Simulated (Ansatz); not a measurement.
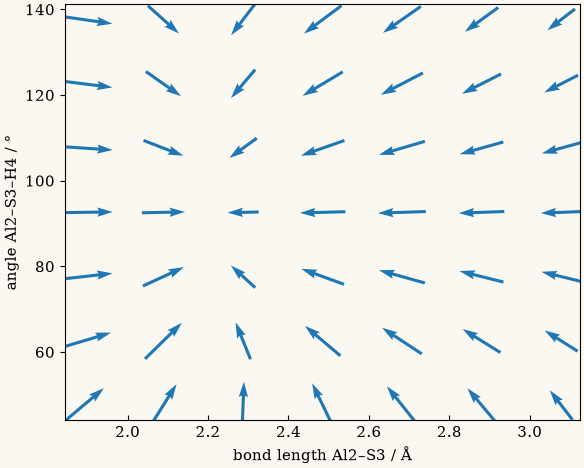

AlFHS, SMILES [F][Al][SH], spin multiplicity 2. Coordinates scanned: (1) bond length Al2–S3; (2) angle Al2–S3–H4. Nothing is relaxed (all other coordinates rigid). The grid has 7 × 7 points. Computed with Ansatz, UKS r2SCAN-D4/def2-TZVP.

In the figure: arrows along the force (downhill), their lengths compressed.

Q: The arrows alone are given. Where is the energy lowest?

A: The arrows converge at about bond length Al2–S3 = 2.197 Å, angle Al2–S3–H4 = 93° (read from the interpolated surface).

The energy map of the same scan:

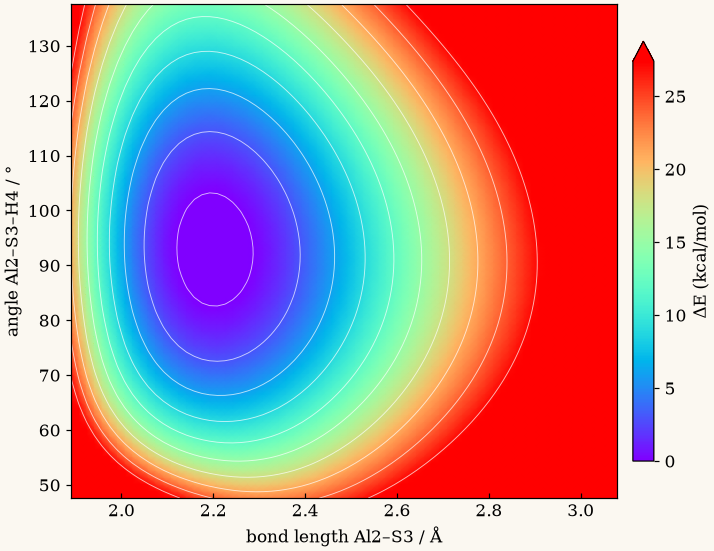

Energies are in kcal/mol, from the lowest grid point; between grid points the surface is interpolated.
